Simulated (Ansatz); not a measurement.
Pressure series in AlN

Take AlN in the wurtzite structure (space group P6_3mc, No. 186; a = 3.107 Å, c = 4.979 Å) as the base.

Cell and atoms are relaxed at each pressure.

Method: DFT with r2SCAN, PAW potentials and a 500 eV plane-wave cutoff in Ansatz (a first-principles code), scalar-relativistic without spin-orbit coupling.

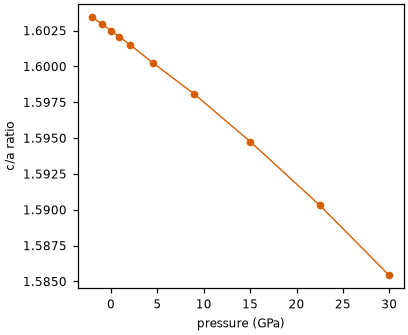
c/a ratio against pressure

```tsv
pressure (GPa)	c/a ratio
-2	1.603
-1	1.603
0.9	1.602
2.1	1.601
4.5	1.600
9	1.598
15	1.595
22.5	1.590
30	1.585
```

Load acts through the strain it causes; cell and atoms are relaxed under it. No phonon test of stability was made. Measured, AlN leaves this structure (for rock salt) near 14 GPa (temperature not stated; as listed in Datta, Sujoy, Jana, Debnarayan, arXiv (2020)), on rising pressure, with hysteresis.
